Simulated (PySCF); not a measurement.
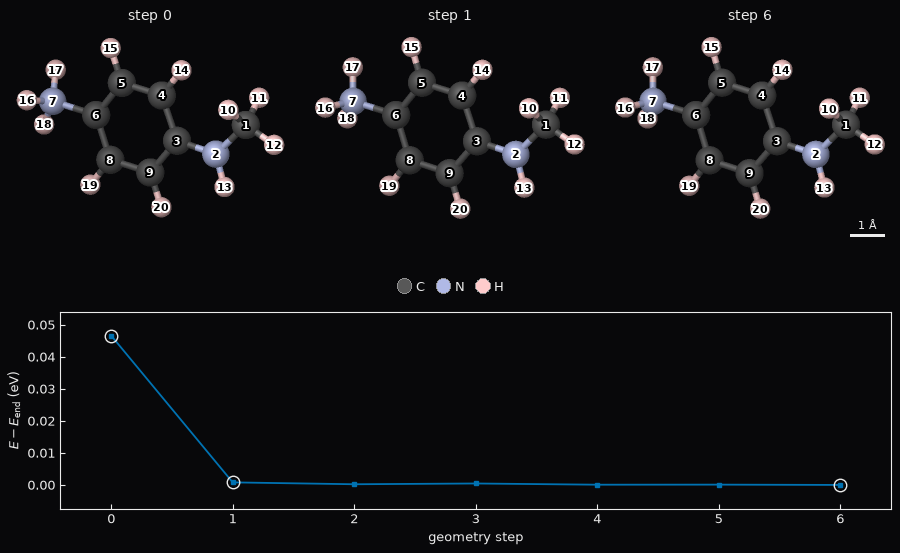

Frames of a relaxation of C$_{7}$H$_{11}$N$_{2}$ (charge +1), marked on the history of the run. The picture is a ball-and-stick view, seen at a tilt.

The start comes from GFN2-xTB.

Level of theory: PBE0-D3(BJ)/def2-SVP geometry optimisation, gas phase (PySCF). 

**Describe the path.**

H18 moves most after the best rigid fit: 0.26 Å. By element the largest moves are H 0.26 Å, C 0.04 Å, N 0.02 Å. Among the contacts that change: C6–N7 1.487 → 1.472 Å, C4–H14 1.076 → 1.089 Å, C1–H10 1.093 → 1.103 Å, C4–C5 1.376 → 1.385 Å. Bond angles that change, for instance: H17–N7–H18 109.4° → 106.8°, C6–N7–H18 109.5° → 111.7°. Over 6 geometry steps the energy falls by 0.047 eV. From step 0 to 1: H18 moves most (0.26 Å), energy −0.046 eV. From step 1 to 6: energy −0.001 eV.

```
step  E − E(0), eV
   0        0.0000
   1       -0.0458
   2       -0.0464
   3       -0.0462
   4       -0.0465
   5       -0.0465
   6       -0.0466
```
